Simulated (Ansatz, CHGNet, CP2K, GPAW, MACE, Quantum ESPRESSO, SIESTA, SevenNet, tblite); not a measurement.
**H15W3C3S4N3 (P-1) (56 atoms) in tblite**

Wanted: tblite inputs and outputs for H15W3C3S4N3 (P-1) (56 atoms), checked against a plane-wave reference.

Calculated with tblite 0.8.0; the method is named at each step.

### 1. The starting structure

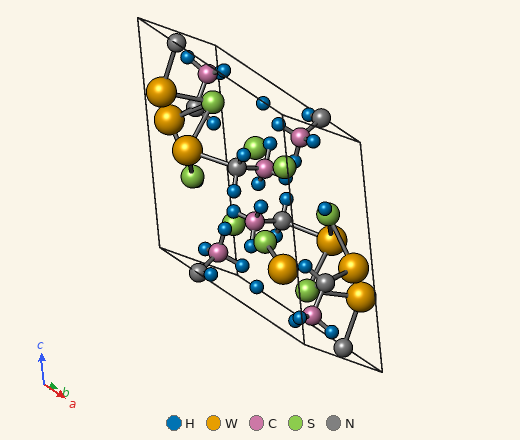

The starting structure, seen slightly off an axis (hydrogen blue, tungsten orange, carbon pink, sulfur green, nitrogen grey). Bonds to atoms that aren't drawn are left out. Some periodic images of atoms are drawn too.

The cell holds 56 atoms: 30 H, 6 W, 6 C, 8 S and 6 N. Cell: a = 9.085 Å, b = 9.160 Å, c = 9.566 Å, α = 103.7°, β = 116.6°, γ = 106.3°. It derives from H15W3C3S4N3 (P-1), repeated 1×1×1. H15W3C3S4N3, space group P-1, structure from the Crystallography Open Database, 1 x 1 x 1 conventional cells; positions as listed; bonds to H set to neutron lengths (C-H 1.089, N-H 1.015, O-H 0.983, B-H 1.19 Å) where the listed ones are shorter. Then every atom was moved at random, 0.03 Å r.m.s. a Cartesian component (hydrogen 0.6 of that).

The yardstick, on the same geometry:

| Property | Result |
| --- | --- |
| method | Kohn-Sham DFT, PBE, PAW, plane waves (Ansatz 0.2.0); cutoff 420 eV, Γ point, fermi-dirac smearing of 0.05 eV; PAW set soft_2 |
| r.m.s. force component | 0.8714 eV/Å |
| longest force | 4.572 eV/Å |
| pressure | 3.508 GPa |
| gap (highest filled to lowest empty level) | 0.5431 eV |
| SCF cycles | 14 |
| time | 5.1 s on 4 threads of Arm Neoverse V1, shared host |
| CPU time | 18 s |

### 2. GFN1-xTB

Method: GFN1-xTB tight binding, diagonalisation.

run.py

```python
import numpy as np
from ase.io import read
from tblite.ase import TBLite

atoms = read("structure.xyz")
atoms.calc = TBLite(method="GFN1-xTB", electronic_temperature=580, accuracy=1.0, max_iterations=250, mixer_damping=0.1, verbosity=1)
energy = atoms.get_potential_energy()
forces = atoms.get_forces()
print(f"energy {energy:.6f} eV")
print("forces (eV/A)")
for i, (a, f) in enumerate(zip(atoms, forces)):
    print(f"{i:4d} {a.symbol:2s} {f[0]:10.5f} {f[1]:10.5f} {f[2]:10.5f}")
stress = -atoms.get_stress(voigt=False) * 160.21766
print("stress (GPa, compression positive)")
for row in stress:
    print(" ".join(f"{x:10.4f}" for x in row))
print("charges (e)")
print(np.array2string(atoms.get_charges(), precision=4, suppress_small=True, max_line_width=110, threshold=100000))
```

structure.xyz

```xyz
56
Lattice="9.08470 0.00000 0.00000 -2.56559 8.79358 0.00000 -4.28655 -3.61609 7.74969" Properties=species:S:1:pos:R:3 pbc="T T T"
H -2.52087 3.11155 2.84902
H 4.75689 2.12939 4.94787
H 4.97543 2.67950 2.45820
H -2.80523 2.51350 5.28010
H -0.84162 5.19989 7.51945
H 3.03944 -0.03004 0.25434
H 3.29462 -3.18065 7.65739
H -1.06731 8.37211 0.07858
H 0.02169 5.67879 4.05185
H 2.24175 -0.50472 3.70141
H 0.09498 6.21466 2.48013
H 2.12624 -1.03517 5.22360
H 6.39902 2.28353 0.59285
H -4.13870 2.87532 7.13328
H 6.88507 4.00107 0.67864
H -4.69034 1.15780 7.08399
H 5.24469 3.62238 0.26659
H -2.99664 1.54414 7.42653
H 0.45869 4.29719 5.66549
H 1.79027 0.84487 2.06289
H -0.25346 3.01586 6.69922
H 2.49894 2.19571 1.06752
H 1.41985 3.45642 6.87599
H 0.76008 1.71682 0.83363
H -0.73050 4.00314 2.56104
H 2.92361 1.16113 5.18795
H 0.77852 3.48675 3.40614
H 1.47722 1.64360 4.31472
H 0.88997 4.12310 1.76685
H 1.35168 1.10837 6.01546
W 5.09224 5.39563 3.24960
W -2.81297 -0.17630 4.63090
W 4.36518 7.76573 2.20130
W -2.12078 -2.48219 5.62643
W 2.62297 6.37347 3.60694
W -0.40774 -1.18368 4.09587
C 6.10670 3.29450 0.85316
C -3.84871 1.81964 6.91110
C 0.46140 3.81361 6.67605
C 1.74412 1.31995 1.04737
C 0.32395 4.21403 2.68690
C 1.87610 0.99128 5.04823
S 4.69571 -0.12718 2.64164
S -2.42668 5.29183 5.13029
S 3.43431 5.60595 1.38355
S -1.13467 -0.42081 6.26531
S -2.48808 6.70897 1.87062
S 4.72568 -1.59261 5.79956
S 3.41561 4.23876 4.62587
S -1.14088 0.95338 3.10600
N 5.77046 3.39208 2.28004
N -3.47587 1.77905 5.47988
N 0.08401 4.84320 7.72567
N -2.15061 -3.24865 7.74093
N 0.46178 5.60925 3.20752
N 1.68092 -0.42302 4.58751
```

Started as:

```
$ OMP_NUM_THREADS=1 python run.py > output.txt
```

Output:

```text
------------------------------------------------------------
  cycle        total energy    energy error   density error
------------------------------------------------------------
      1     -91.40816924059  -9.2119944E+01   6.4157571E-01
      2     -91.76688456302  -3.5871532E-01   5.6151120E-01
      3     -91.86984090611  -1.0295634E-01   3.5406391E-01
      4     -91.98100158452  -1.1116068E-01   8.1788363E-02
      5     -92.02089546234  -3.9893878E-02   4.2015100E-02
      6     -92.03033698039  -9.4415181E-03   1.9327935E-02
      7     -92.03174994255  -1.4129622E-03   6.7917748E-03
      8     -92.03222193678  -4.7199422E-04   5.3934185E-03
      9     -92.03237943516  -1.5749839E-04   2.1972195E-03
     10     -92.03234796937   3.1465794E-05   2.4851245E-03
     11     -92.03241123256  -6.3263189E-05   3.0946523E-04
     12     -92.03241134545  -1.1288904E-07   1.9693037E-04
     13     -92.03241151054  -1.6509534E-07   1.0285463E-04
     14     -92.03241156675  -5.6209856E-08   5.4611144E-05
     15     -92.03241158083  -1.4074999E-08   1.9487060E-05
------------------------------------------------------------
 total:                                   1.656 sec
energy -2504.329478 eV
forces (eV/A)
   0 H     0.18251   -0.52168   -0.16953
   1 H     0.88539   -0.35094    0.69018
   2 H     1.60285    1.08335   -0.24308
   3 H     0.34116    0.25418    0.34789
   4 H    -0.17674    0.02635   -0.39198
   5 H     0.10547    0.19702    0.12589
   6 H     0.33816    0.39143   -0.37105
   7 H    -0.25449   -0.11203    0.06345
   8 H    -2.02214    0.28587    2.44625
   9 H    -0.34845    0.15757    0.89589
  10 H    -0.56281    0.11237    0.26977
  11 H     0.73206   -0.66700    1.04973
  12 H     0.12242   -0.21430   -0.10723
  13 H     0.08694   -0.65441    0.15408
  14 H     0.86412    0.39876   -0.32903
  15 H    -0.02670   -0.12004    0.07147
  16 H    -0.15979   -0.24174    0.00637
  17 H     1.69058   -0.56131    1.48613
  18 H    -0.10366   -0.28989    0.73942
  19 H    -0.16632    0.22496   -0.84872
  20 H    -0.45855   -0.42571    0.04450
  21 H    -1.06643   -1.23360   -0.14393
  22 H     1.64647   -0.55759    0.42896
  23 H    -0.26466   -0.03146    0.06861
[...]
48 S    -0.15987   -0.45472    0.17335
  49 S     0.11863    0.85107    0.13495
  50 N    -1.89680   -1.12431    0.53517
  51 N    -1.87691    0.45179   -0.89333
  52 N     0.19775   -1.09532   -0.33584
  53 N    -0.02439   -0.17842    0.60247
  54 N     2.40436   -1.10481   -3.02771
  55 N     0.24544    1.33398   -2.03001
stress (GPa, compression positive)
    6.0643     0.7152     0.4767
    0.7152     4.1038    -0.1279
    0.4767    -0.1279     5.8933
charges (e)
[ 0.2122  0.2015  0.2092  0.2213  0.2141  0.212   0.2133  0.2132  0.2293  0.2079  0.2183  0.2174  0.0243
  0.0237  0.0328  0.0337  0.0432  0.0515  0.0236  0.0249  0.0455  0.0371  0.0439  0.0402  0.0318  0.0309
  0.0348  0.0425  0.0397  0.0413  0.3009  0.2736  0.3067  0.2863  0.268   0.2362  0.0528  0.0514  0.0523
  0.0609  0.0527  0.0496 -0.4105 -0.4066 -0.3423 -0.2905 -0.3761 -0.3451 -0.3906 -0.3691 -0.3748 -0.3695
 -0.3853 -0.3689 -0.3988 -0.3782]
```

Wall time 2.3 s (1 thread of Arm Neoverse V1, shared host); peak memory 0.1 GiB.

Banners, paths, timers and routine set-up lines are dropped from the logs unmarked, and long logs keep their key lines alone; longer cuts are marked.

Compared with the plane-wave run:

- r.m.s. force component: 1.305 eV/Å
- r.m.s. difference of force components: 869.1 meV/Å
- longest difference of force vectors: 5775 meV/Å
- force difference over r.m.s. force: 99.74 %
- slope of forces against the reference's: 1.123
- correlation of force components: 0.7503
- pressure: 5.354 GPa
- pressure difference: 1.846 GPa

Length of the force difference by element (eV/Å):

```
element  atoms  mean  most
      C      6  0.17  0.29
      H     30  0.18  0.32
      N      6  0.43  0.66
      S      8  0.43  0.82
      W      6   4.5   5.8
```

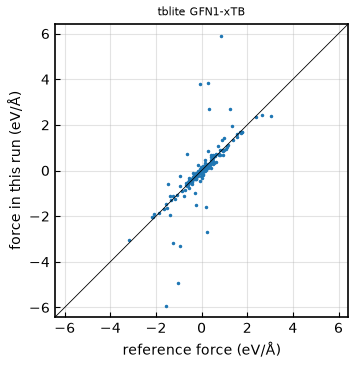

Force components against those of the reference; the line marks equality.

A closer look about N56, picked at random: 10 atoms, nearest first, numbered in the order of the input, with positions taken from that point.

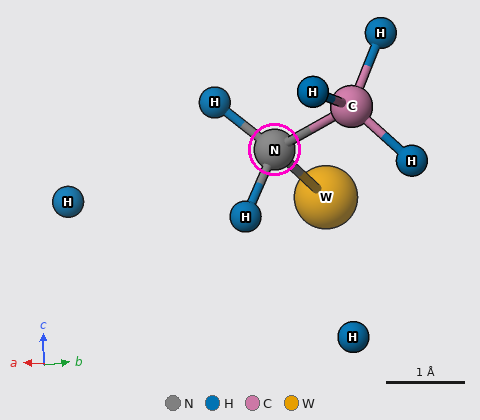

The atoms of the table, within 2.9 Å (arrows a, b, c point along x, y, z); some may hide others; the central atom is ringed.

```
atom      x      y      z  distance (Å)  bonds  Mulliken charge (e)     Fx     Fy  Fz (eV/Å)
 N56   0.00   0.00   0.00          0.00      4                -0.38   0.25   1.33      -2.03
 H12   0.45  -0.61   0.64          0.99      1                 0.22   0.73  -0.67       1.05
 H10   0.56  -0.08  -0.89          1.05      1                 0.21  -0.35   0.16       0.90
 C42   0.20   1.41   0.46          1.50      4                 0.05  -0.54  -1.70       0.94
 H28  -0.20   2.07  -0.27          2.09      1                 0.04  -0.38   0.69      -0.63
 H26   1.24   1.58   0.60          2.10      1                 0.03   0.69   0.25       0.05
 H30  -0.33   1.53   1.43          2.12      1                 0.04   0.18   0.00      -0.50
 W36  -2.09  -0.76  -0.49          2.28      5                 0.24   5.91   2.68       2.69
 H20   0.11   1.27  -2.52          2.83      1                 0.02  -0.17   0.22      -0.85
  H9   0.91  -2.69  -0.54          2.89      1                 0.23  -2.02   0.29       2.45
```

Atoms are counted from 1 here, from 0 in the log.

Forces lie 100 % from the reference's, at 0.13 times its CPU time (on 1 against 4 cores).

The difference per atom is largest on W (4.5 eV/Å on average, against 0.43 on S).

### 3. Outcome

| Property | Result |
| --- | --- |
| force difference from the reference | tblite GFN1-xTB, 100 % |
| its CPU time | 2.3 s |

What this shows: Tight binding differs by 100 % (tblite GFN1-xTB); it is another model, with fitted parameters of its own, and the xTB methods hold dispersion. One electronic-structure run takes under half the reference's CPU time: tblite GFN1-xTB, at 100 % in 2.3 s against 18 s, too far off to be of use; its pressure misses by +1.8 GPa. Periodic xTB results under one method name differ between programs and library versions. The reference's PBE has no dispersion term, which matters for the binding between molecules or layers. The reference's pressure of 3.5 GPa belongs to a cell and atoms that aren't relaxed at this level. The runs have no spin polarisation, so moments on W can't form, and no Hubbard term. The electronic-structure runs sample only Γ, in a cell whose shortest periodic width is 7 Å. Spin–orbit coupling is left out, which matters for the levels of the heavy elements.

[Also dropped from logs without a mark: logging warnings of Python, and SIESTA's first energy breakdown and zero terms.]

[Logs are printed without paths, hosts, clocks, repeated set-up lines and the standing remarks that a program may print on its own settings, such as how far it seeks lower states.]

[Hosts, paths, dates, database ids (printed as entryN), source tags and the programs' standing remarks are cut or masked in the printed files.]
